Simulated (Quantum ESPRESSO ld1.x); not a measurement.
## Cd³⁺: atomic calculation

Cd³⁺, configuration typed as [Kr] 4d9 5p3. Computed at this level: radial all-electron Kohn-Sham run of Quantum ESPRESSO ld1.x with rel=2, dft='PZ' as typed.

**The input**
```
 &input
    zed=48.0,
    iswitch=1,
    rel=2,
    dft='PZ',
    config='[Kr] 4d9 5p3',
    lsmall=.true.,
    prefix='ld1',
    max_out_wfc=37,
    file_charge='ld1.rho',
 /
```

Hardware: 1 CPU thread, shared host.

Launched with:
```bash
OMP_NUM_THREADS=1 ld1.x < ld1.in > ld1.out
```

**Output**
```
     Program LD1 v.7.5 starts

     --------------------------- All-electron run ----------------------------

     dirac relativistic calculation

     atomic number is 48.00
     dft =PZ   lsd =0 sic =0 latt =0  beta=0.20 tr2=1.0E-14
     Exchange-correlation= PZ
                           (   1   1   0   0   0   0   0)
     mesh =2061 r(mesh) = 100.36354 a.u. xmin = -8.00 dx = 0.00800
     1 Ry =  13.60569312 eV, c = 137.03599908

     n l j   nl                  e(Ry)          e(Ha)          e(eV)
     Spin orbit split results
     1 0 0.5 1S 1( 2.00)     -1946.7496      -973.3748    -26486.8778
     2 0 0.5 2S 1( 2.00)      -289.6255      -144.8128     -3940.5559
     2 1 0.5 2P 1( 2.00)      -269.8302      -134.9151     -3671.2273
     2 1 1.5 2P 1( 4.00)      -255.7060      -127.8530     -3479.0578
     3 0 0.5 3S 1( 2.00)       -54.5281       -27.2640      -741.8921
     3 1 0.5 3P 1( 2.00)       -46.5861       -23.2930      -633.8359
     3 1 1.5 3P 1( 4.00)       -44.0632       -22.0316      -599.5109
     4 0 0.5 4S 1( 2.00)        -8.4551        -4.2276      -115.0379
     4 1 0.5 4P 1( 2.00)        -5.8902        -2.9451       -80.1407
     4 1 1.5 4P 1( 4.00)        -5.4509        -2.7255       -74.1636
     3 2 1.5 3D 1( 4.00)       -29.9554       -14.9777      -407.5640
     3 2 2.5 3D 1( 6.00)       -29.4421       -14.7211      -400.5804
     4 2 1.5 4D 1( 4.00)        -1.5058        -0.7529       -20.4873
     4 2 2.5 4D 1( 5.00)        -1.4500        -0.7250       -19.7277
     5 1 0.5 5P 1( 2.00)        -0.3020        -0.1510        -4.1095
     5 1 1.5 5P 1( 1.00)        -0.2751        -0.1375        -3.7424
     Averaged results
     1 0     1S 1( 2.00)     -1946.7496      -973.3748    -26486.8778
     2 0     2S 1( 2.00)      -289.6255      -144.8128     -3940.5559
     2 1     2P 1( 6.00)      -260.4141      -130.2070     -3543.1143
     3 0     3S 1( 2.00)       -54.5281       -27.2640      -741.8921
     3 1     3P 1( 6.00)       -44.9042       -22.4521      -610.9526
     4 0     4S 1( 2.00)        -8.4551        -4.2276      -115.0379
     4 1     4P 1( 6.00)        -5.5974        -2.7987       -76.1560
     3 2     3D 1(10.00)       -29.6474       -14.8237      -403.3738
     4 2     4D 1( 9.00)        -1.4723        -0.7361       -20.0315
     5 1     5P 1( 3.00)        -0.2841        -0.1420        -3.8648

     final scf error:  3.9E-15 reached in  39 iterations

     Etot =  -11180.245786 Ry,   -5590.122893 Ha, -152114.993197 eV

     Ekin =   11721.142058 Ry,    5860.571029 Ha,  159474.261894 eV
     Encl =  -27105.798463 Ry,  -13552.899231 Ha, -368793.175738 eV
     Eh   =    4502.657256 Ry,    2251.328628 Ha,   61261.772862 eV
     Exc  =    -298.246637 Ry,    -149.123318 Ha,   -4057.852215 eV

     normalization and overlap integrals

     s(1S/1S) =  1.000000  <r> =   0.0304  <r2> =    0.0013  r(max) =   0.0197
     s(1S/2S) =  0.000000
     s(1S/3S) = -0.000000
     s(1S/4S) =  0.000000
     s(2S/2S) =  1.000000  <r> =   0.1314  <r2> =    0.0204  r(max) =   0.1118
     s(2S/3S) =  0.000000
     s(2S/4S) =  0.000000
     s(2P/2P) =  1.000000  <r> =   0.1113  <r2> =    0.0152  r(max) =   0.0865
     s(2P/3P) =  0.000000
     s(2P/4P) =  0.000000
     s(2P/5P) =  0.000000
     s(2P/2P) =  1.000000  <r> =   0.1164  <r2> =    0.0165  r(max) =   0.0901
     s(2P/3P) =  0.000000
     s(2P/4P) = -0.000000
     s(2P/5P) =  0.000000
     s(3S/3S) =  1.000000  <r> =   0.3587  <r2> =    0.1473  r(max) =   0.3239
     s(3S/4S) =  0.000000
     s(3P/3P) =  1.000000  <r> =   0.3498  <r2> =    0.1423  r(max) =   0.3112
     s(3P/4P) =  0.000000
     s(3P/5P) =  0.000000
     s(3P/3P) =  1.000000  <r> =   0.3609  <r2> =    0.1513  r(max) =   0.3214
     s(3P/4P) =  0.000000
     s(3P/5P) = -0.000000
     s(4S/4S) =  1.000000  <r> =   0.8755  <r2> =    0.8687  r(max) =   0.7936
     s(4P/4P) =  1.000000  <r> =   0.9325  <r2> =    0.9957  r(max) =   0.8260
     s(4P/5P) =  0.000000
     s(4P/4P) =  1.000000  <r> =   0.9630  <r2> =    1.0621  r(max) =   0.8528
     s(4P/5P) = -0.000000
     s(3D/3D) =  1.000000  <r> =   0.3329  <r2> =    0.1320  r(max) =   0.2631
     s(3D/4D) =  0.000000
     s(3D/3D) =  1.000000  <r> =   0.3364  <r2> =    0.1346  r(max) =   0.2673
     s(3D/4D) = -0.000000
     s(4D/4D) =  1.000000  <r> =   1.2168  <r2> =    1.7739  r(max) =   0.9616
     s(4D/4D) =  1.000000  <r> =   1.2331  <r2> =    1.8231  r(max) =   0.9771
     s(5P/5P) =  1.000000  <r> =   3.3389  <r2> =   12.9826  r(max) =   2.6773
     s(5P/5P) =  1.000000  <r> =   3.4815  <r2> =   14.1135  r(max) =   2.7865

     ------------------------ End of All-electron run ------------------------
```

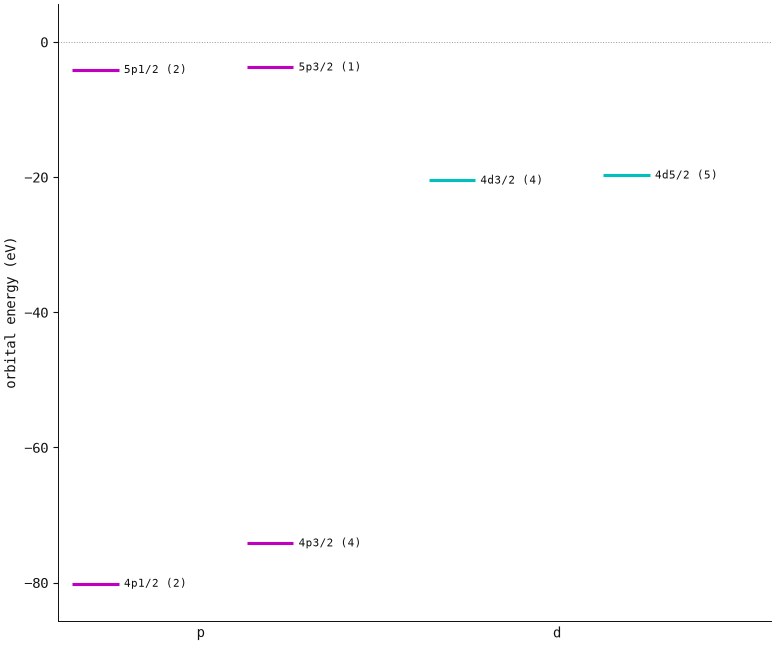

**Figure 1.** The outer levels are drawn (occupations in brackets, the lower j at the left of each column). They are the filled levels of this odd run. The highest occupied level is 5p3/2 at −3.74 eV. From the top down the occupied levels run 5p3/2 (−3.74 eV), 5p1/2 (−4.11 eV), 4d5/2 (−19.7 eV), 4d3/2 (−20.5 eV), 4p3/2 (−74.2 eV), 4p1/2 (−80.1 eV). Spin-orbit splittings: 5p 0.367 eV, 4d 0.760 eV, 4p 5.98 eV.

**Outcome**

- outcome: converged
- total energy: −5590.1229 hartree
- kinetic energy: 5860.5710 hartree
- electron–nucleus energy: −13552.8992 hartree
- Hartree energy: 2251.3286 hartree
- exchange–correlation energy: −149.123319 hartree
- SCF iterations: 39
- wall time: 1.2 s

**What is odd here**

This input holds a deliberate oddity: too many electrons. The configuration holds 48 electrons for Z = 48, so the species has charge 0 and isn't the one named. The run is a regular one for that other species in this configuration, which needn't be its ground state.
